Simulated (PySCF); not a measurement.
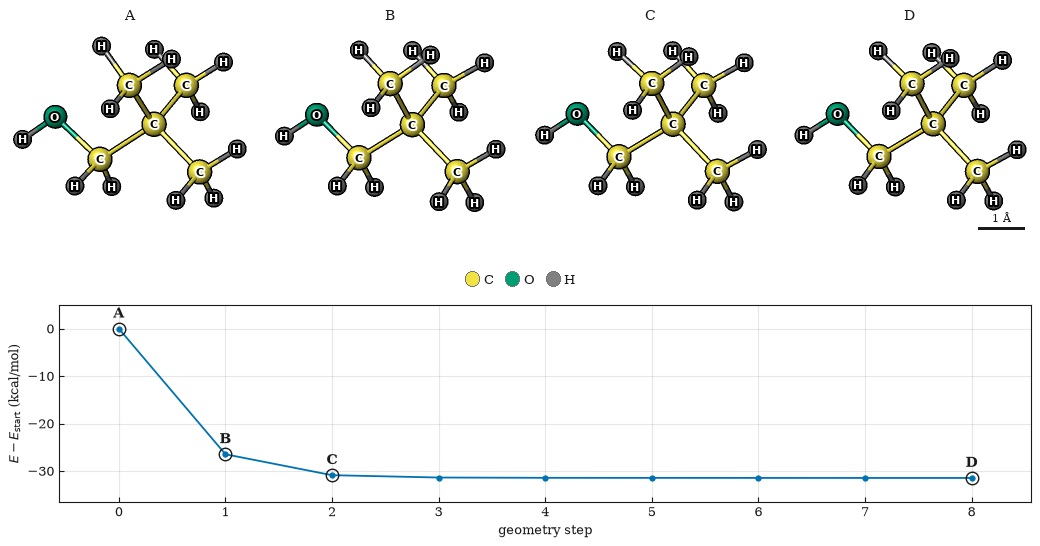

Frames of a relaxation of C5H12O, marked on the history of the run. The picture is a ball-and-stick view, seen at a tilt.

The start comes from MMFF94s. Its atoms were then displaced at random by about 0.03 Å.

Computed with PBE0-D3(BJ)/def2-SVP geometry optimisation, gas phase (PySCF). 

Describe the path.

Over 8 geometry steps the energy falls by 31.5 kcal/mol. The largest move after the best rigid fit is that of an H atom, 0.13 Å. By element the largest moves are H 0.13 Å, C 0.10 Å, O 0.08 Å. Some distances before and after: C–H 1.262 → 1.102 Å, C–H 0.974 → 1.102 Å, C–H 1.179 → 1.102 Å, C–H 1.029 → 1.102 Å. Among the angles between lasting bonds that change: H–C–H 97.6° → 107.9°, C–C–H 119.5° → 110.6°, H–C–H 99.7° → 108.4°. Cost: 61 s on 1 thread of Arm Neoverse V2, on a shared host. From step 0 to 1: an H atom moves most (0.26 Å), energy −26.5 kcal/mol. From step 1 to 2: H atoms move most (0.10 Å), energy −4.41 kcal/mol. From step 2 to 8: an H atom moves most (0.07 Å), energy −0.58 kcal/mol.

```
step  E − E(0), kcal/mol
   0                0.00
   1              -26.47
   2              -30.88
   3              -31.37
   4              -31.43
   5              -31.45
   6              -31.46
   7              -31.46
   8              -31.46
```
